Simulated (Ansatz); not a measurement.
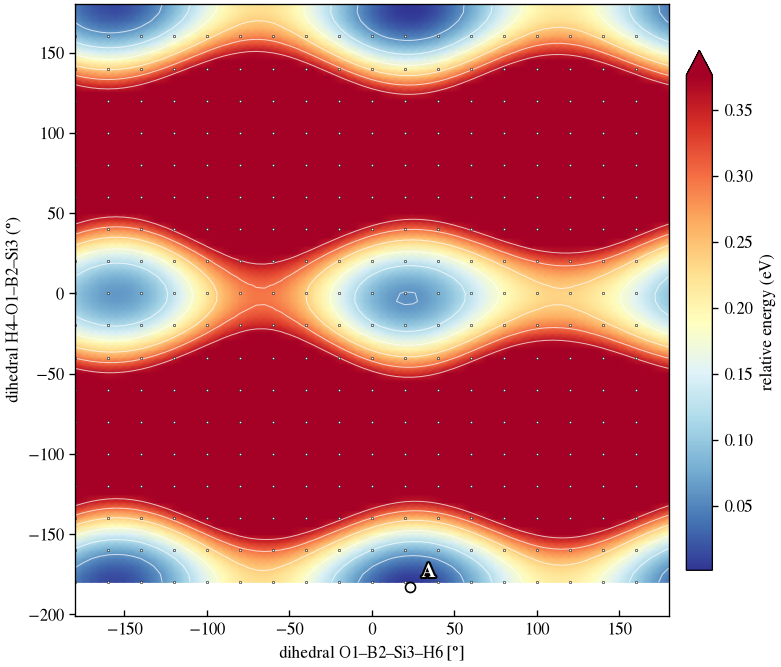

BH₄OSi, SMILES OB[SiH2], spin multiplicity 2. First axis: dihedral O1–B2–Si3–H6. Second axis: dihedral H4–O1–B2–Si3. Nothing is relaxed (all other coordinates rigid). The scan uses an 18 × 18 grid. Points are written as (first, second). Energies: eV, counted from the relaxed molecule at the same level. The calculation used UHF/def2-SVP in Ansatz 0.2.0.

In the figure: a smooth colour map with a few white contour lines, dots at the grid points, one colour for all values above the top of the scale, the well A. Between grid points the surface is interpolated.

> Estimate the position of the minimum and the force constants in these coordinates. Take the well at A.

The interpolated minimum is at dihedral O1–B2–Si3–H6 ≈ 23°, dihedral H4–O1–B2–Si3 ≈ −183°. The curvatures there are about 0.41 eV/rad² and 1 eV/rad², with a cross term of about −0.03 eV/rad². Round the minimum the two coordinates are weakly coupled (coupling −0.05 in units of the two stiffnesses).
